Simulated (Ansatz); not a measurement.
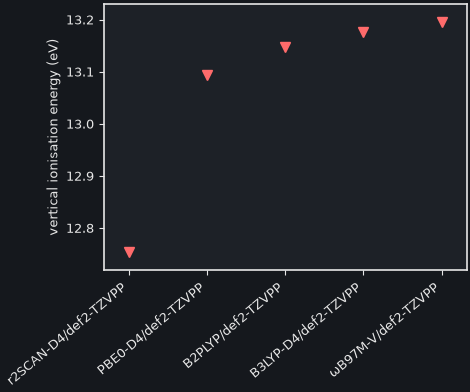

Vertical ionisation energy of OF₂, SMILES FOF, taken as the energy of the cation less that of the neutral at fixed geometry (unrestricted doublet cation, cores frozen in correlated methods, no spin-orbit coupling), the Ansatz code 0.2.0, at a PBE0-D4/def2-TZVP geometry (a minimum by its frequencies).

> What range do the values span?

From 12.75 eV (r2SCAN-D4/def2-TZVPP) to 13.19 eV (ωB97M-V/def2-TZVPP).

> Give the values.

| level | eV |
| --- | --- |
| r2SCAN-D4/def2-TZVPP | 12.75 |
| PBE0-D4/def2-TZVPP | 13.09 |
| B2PLYP/def2-TZVPP | 13.15 |
| B3LYP-D4/def2-TZVPP | 13.18 |
| ωB97M-V/def2-TZVPP | 13.19 |
